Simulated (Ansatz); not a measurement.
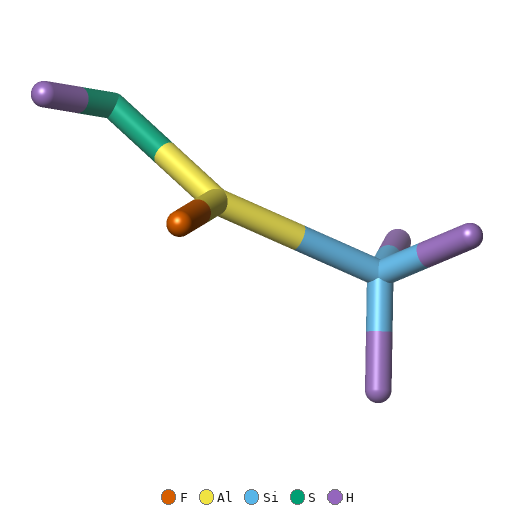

The computed structure is the end point of a PBE0-D4/def2-TZVP optimisation.

What does the picture show?

The molecule is AlFH₄SSi. As SMILES it reads `[F][Al]([SiH3])[SH]`. Among its groups: Si–H bond. Coordination: 1 Al trigonal planar; 1 Si tetrahedral; 1 S bent.

More results for the same structure follow; atom numbers are the same in all pictures, views and colours differ.

Geometry

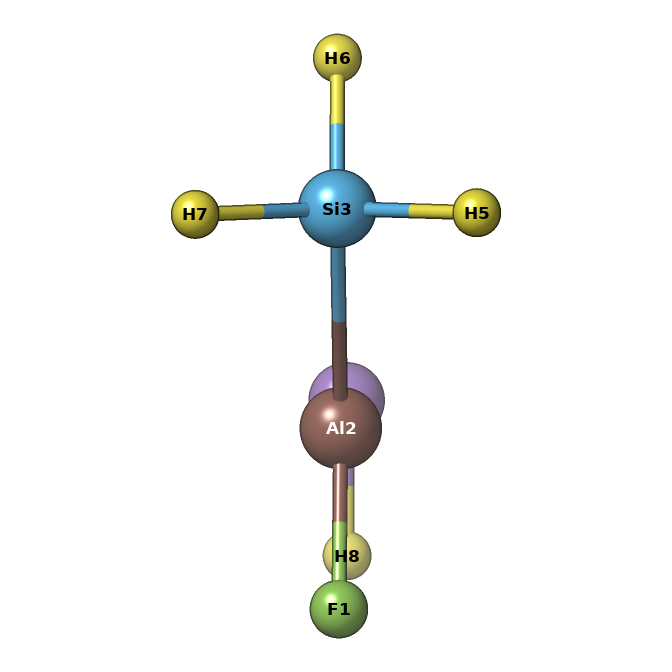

S4 lies behind Al2. The molecule seen nearly along the Al2–S4 bond, Al2 in front. Depth is shown by fading: the farther an atom, the more it takes the colour of the background.

Question: What is the torsion angle Si3–Al2–S4–H8? The sign is positive where the front bond must turn clockwise to cover the back bond.

Answer: 180°, antiperiplanar (anti).

Levels of theory compared

Program: Ansatz 0.2.0.

Tabulate HOMO–LUMO gap (eV), dipole (D), HOMO energy (eV) at these levels: B3LYP-D4/def2-TZVPP; PBE-D4/def2-TZVPP; r2SCAN-D4/def2-TZVPP; ωB97M-V/def2-TZVPP.

```json
{"level": "B3LYP-D4/def2-TZVPP", "HOMO–LUMO gap (eV)": "6.08", "dipole (D)": "0.55", "HOMO energy (eV)": "−7.73"}
{"level": "PBE-D4/def2-TZVPP", "HOMO–LUMO gap (eV)": "4.57", "dipole (D)": "0.52", "HOMO energy (eV)": "−6.80"}
{"level": "r2SCAN-D4/def2-TZVPP", "HOMO–LUMO gap (eV)": "5.07", "dipole (D)": "0.47", "HOMO energy (eV)": "−7.09"}
{"level": "ωB97M-V/def2-TZVPP", "HOMO–LUMO gap (eV)": "10.31", "dipole (D)": "0.52", "HOMO energy (eV)": "−10.10"}
```

Vibrations

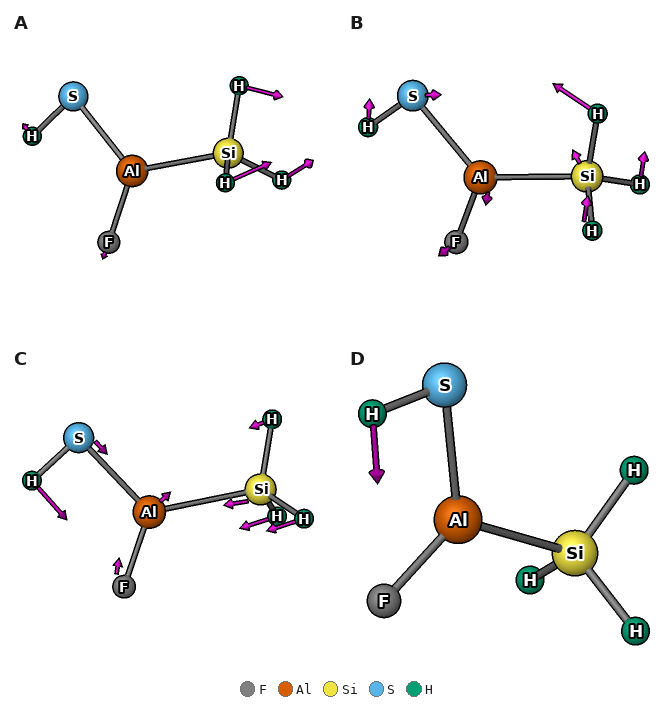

4 normal modes of one molecule or complex, as arrows. Harmonic vibrations computed with RKS PBE0-D4/def2-TZVP (Ansatz 0.2.0) at a stationary point of the same level.

Question: Match the panels to the wavenumbers 94 cm⁻¹, 340 cm⁻¹, 622 cm⁻¹, 863 cm⁻¹.

Answer: A: 863 cm⁻¹
B: 94 cm⁻¹, S–Al–Si bending
C: 340 cm⁻¹
D: 622 cm⁻¹, Al–S–H bending

Charges

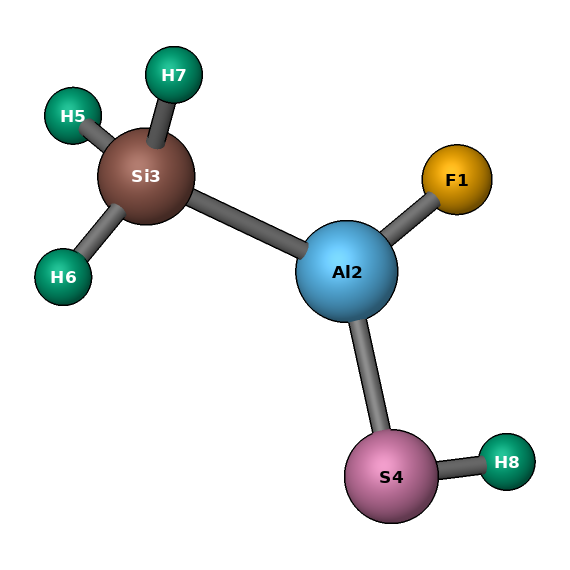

The questions are on Mulliken charges. Level of theory: RKS B3LYP-D4/def2-TZVPP (Ansatz 0.2.0).

Question: Which atom carries the highest charge (most positive or least negative)?

Answer: Al2 (0.61 e).

Question: And the lowest?

Answer: F1 (−0.35 e).

Give the Mulliken charges atom by atom.

```csv
atom,value (e)
F1,−0.35
Al2,0.61
Si3,0.03
S4,−0.26
H5,−0.05
H6,−0.05
H7,−0.05
H8,0.12
```

Mulliken values depend strongly on the basis set and can even reverse the polarity of a bond.
